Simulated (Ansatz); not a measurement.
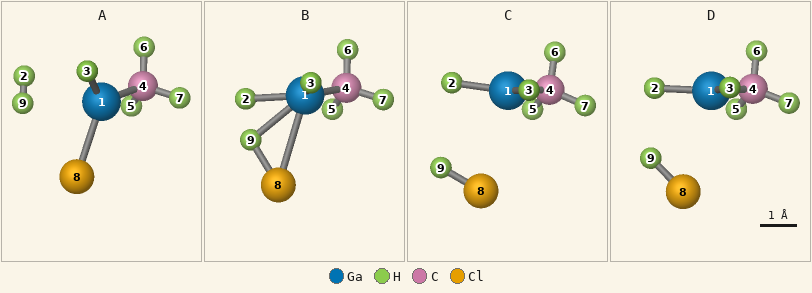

4 geometries from a converged minimum-energy path of CH$_{6}$ClGa, made up at the start of CH₅Ga and HCl, shuffled. Style: ball-and-stick. Shown from a free direction.

Computed with Ansatz, RKS B3LYP-D4/def2-SVP. Set-up: 7 movable images; climbing image; force threshold 0.03 eV/Å; iteration limit 60; starting path through a guess of the saddle point.

Q: Which of them lies highest in energy?

A: B. In order along the path, whose images run from 0 to 8: C (image 1, +0.01 eV), D (image 2, +0.03 eV), B (image 4, +0.21 eV), A (image 7, −1.01 eV). Breaking: Cl8–H9 (1.29 → 1.50 at the top → 3.13 Å), Ga1–H2 (1.59 → 1.70 at the top → 2.74 Å). Forming: Ga1–Cl8 (2.89 → 2.60 at the top → 2.19 Å), H2–H9 (2.77 → 1.16 at the top → 0.76 Å).
